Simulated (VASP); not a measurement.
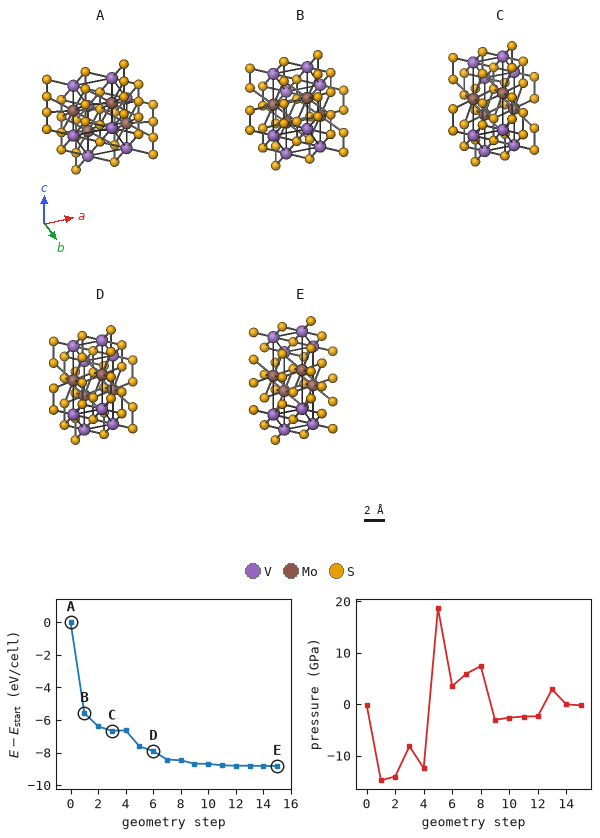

Frames of a relaxation of solid VMoS$_{3}$ (a generated structure, set up in P4/mmm), marked on the history of the run. Style: ball-and-stick. Shown: the cell of the calculation, from a free direction.

The run lets cell and atoms move.

Level of theory: Kohn-Sham DFT of a periodic cell, PBE, VASP PAW PBE potentials, recommended (VASP 6.6.1).

The input:
```
  PREC = Normal
  ENCUT = 520
  EDIFF = 1E-4
  ISMEAR = 0
  SIGMA = 0.15
  LREAL = F
  LASPH = T
  NELM = 60
  ALGO = Fast
  ISIF = 3
  LWAVE = F
  LCHARG = F
  ISPIN = 2
  MAGMOM = 2 1 0 0 0
  LORBIT = 11
  LMAXMIX = 4
  GGA = PE
  IBRION = 2
  NSW = 24
  EDIFFG = -0.08
```

Launched with:
```bash
cat potpaw_PBE.64/V_sv/POTCAR potpaw_PBE.64/Mo_sv/POTCAR potpaw_PBE.64/S/POTCAR > POTCAR
mpirun -np 1 vasp_std > vasp.out
```

Describe the path.

Answer. The largest moves relative to the cell, 0.071 Å, are those of S atoms. V and Mo stay in place. The volume changes by −13.8 %, with a = b 4.182 → 3.113 Å (−25.6 %), c 5.932 → 9.227 Å (+55.5 %). Some distances before and after: Mo–V 2.966 → 4.613 Å, S–S 2.029 → 3.226 Å, S–S 1.875 → 2.774 Å, S–V 2.957 → 2.201 Å. Bonds break, among them: S–S (1.87 → 2.77 Å), S–S (2.03 → 3.23 Å). Among the angles between lasting bonds that change: Mo–S–Mo 144.8° → 115.6°, Mo–S–Mo 84.8° → 73.5°. The space group stays P4/mmm (No. 123). Over 15 geometry steps the energy falls by 8.819 eV per cell of the calculation. Largest force component: 3.1 eV/Å at the start, 0.042 eV/Å at the end. Pressure: −0.08 GPa at the start and −0.19 GPa at the end. The volume changes by over a tenth within one run on a fixed set of plane waves, so the end point should be relaxed again from the new cell. It ran on 1 thread of Intel(R) Xeon(R) Platinum 8488C (Sapphire Rapids), with other jobs on the host. From step 0 to 1: S atoms move most (0.18 Å), volume −4.1 %, energy −5.571 eV per cell of the calculation. From step 1 to 3: S atoms move most (0.16 Å), volume −10.6 %, energy −1.085 eV per cell of the calculation. From step 3 to 6: S atoms move most (0.14 Å), volume −11.4 %, energy −1.243 eV per cell of the calculation. From step 6 to 15: S atoms move most (0.32 Å), volume +13.4 %, energy −0.920 eV per cell of the calculation.

Limits of the set-up: only the magnetic order of this start and cell was tried (total moment 1.0 μB per cell).
